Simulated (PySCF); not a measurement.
**C2H2FGaS (SMILES C#C[S][GaH][F]): B3LYP/def2-SVP**

What is the vertical ionisation energy of C2H2FGaS at B3LYP/def2-SVP? The job is set up through a Python script.

The results are computed with PySCF 2.14.0.

### Step 1. The structure to begin with

C2H2FGaS: 7 atoms, total charge 0, spin state singlet. As SMILES, `C#C[S][GaH][F]`. The shape comes from GFN2-xTB, which is rough for such elements, and wasn't checked as a minimum. This is one conformer, not always the lowest.

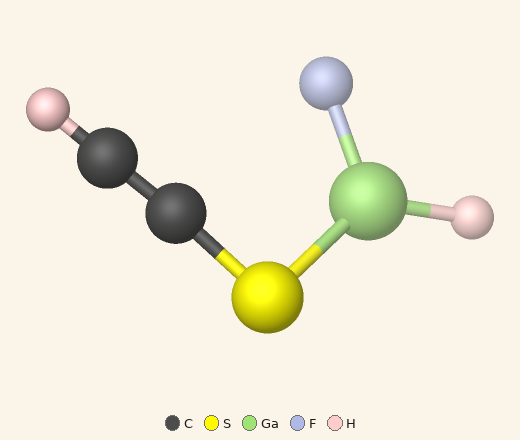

The structure, seen from a chosen angle (carbon dark grey, sulfur yellow, gallium green, fluorine light blue, hydrogen pink).

### Step 2. A single-point energy at B3LYP/def2-SVP

The input, run.py:

```python
# C#C[S][GaH][F]
from pyscf import gto, dft

mol = gto.M(
    atom=[
    ('C', (-0.109920, 0.427670, 2.058720)),
    ('C', (0.402210, -0.234180, 1.196280)),
    ('S', (1.179440, -1.236750, 0.063390)),
    ('Ga', (0.059280, -0.329810, -1.657290)),
    ('F', (-0.993140, 1.021350, -1.296660)),
    ('H', (-0.555220, 1.014100, 2.807010)),
    ('H', (0.017340, -0.662390, -3.171460)),
],
    verbose=3,
    max_memory=1860,
    basis='def2-svp',
)

ks = dft.RKS(mol)
ks.xc = 'b3lyp'
ks.grids.level = 7
ks.conv_tol = 1e-10
ks.kernel()
if not ks.converged:
    ks = ks.newton().run(ks.mo_coeff, ks.mo_occ)

e_tot = ks.e_tot
print('E(%s) = %.9f' % ('B3LYP', e_tot))
```

Launch:

```
$ OMP_NUM_THREADS=1 python run.py
```

Log:

```text
converged SCF energy = -2499.84692276858
E(B3LYP) = -2499.846922769
```

Wall time 57 s (1 thread of Arm Neoverse V1, shared host); peak memory 0.57 GiB.

### Step 3. The doublet cation, same level

The input, job.py:

```python
from pyscf import gto, dft

mol = gto.M(
    atom='''
C       -0.109920       0.427670       2.058720
C        0.402210      -0.234180       1.196280
S        1.179440      -1.236750       0.063390
Ga       0.059280      -0.329810      -1.657290
F       -0.993140       1.021350      -1.296660
H       -0.555220       1.014100       2.807010
H        0.017340      -0.662390      -3.171460
''',
    max_memory=1860,
    spin=1,
    basis='def2-svp',
    charge=1,
    verbose=3,
)

calc0 = dft.UKS(mol, xc='b3lyp')
calc0.grids.level = 7
calc0.conv_tol = 1e-10
calc0.kernel()
if not calc0.converged:
    calc0 = calc0.newton().run(calc0.mo_coeff, calc0.mo_occ)

e_final = calc0.e_tot
print('E(%s) = %.9f' % ('B3LYP', e_final))
```

Launch:

```
$ OMP_NUM_THREADS=1 python job.py
```

Log:

```text
WARN: HOMO -0.282174793616119 >= LUMO -0.282174793616118

WARN: HOMO -0.364114327865247 >= LUMO -0.36344670084859

converged SCF energy = -2499.50638897499  <S^2> = 0.75893784  2S+1 = 2.008918
E(B3LYP) = -2499.506388975
```

Wall time 2.5 min (1 thread of Arm Neoverse V1, shared host); peak memory 0.58 GiB.

### Step 4. Outcome

Level: B3LYP/def2-SVP.

```
                                          quantity           value
                    singlet C2H2FGaS: total energy  -2499.84692 Eh
                   singlet C2H2FGaS: dipole moment          1.51 D
                     singlet C2H2FGaS: HOMO energy        -6.88 eV
                     singlet C2H2FGaS: LUMO energy        -1.63 eV
                   singlet C2H2FGaS: HOMO–LUMO gap         5.25 eV
                      doublet cation: total energy  -2499.50639 Eh
doublet cation: HOMO energy (highest over α and β)       -13.88 eV
 doublet cation: LUMO energy (lowest over α and β)       -11.66 eV
                              doublet cation: ⟨S²⟩           0.759
vertical ionisation energy (to the doublet cation)        9.266 eV
```

The vertical ionisation energy comes to 9.27 eV (214 kcal/mol). The negative HOMO energy of the first species, 6.88 eV, lies 2.38 eV below that difference. Mulliken charges (doublet cation) run from -0.34 on F5 to +0.73 on Ga4; they depend strongly on the basis.
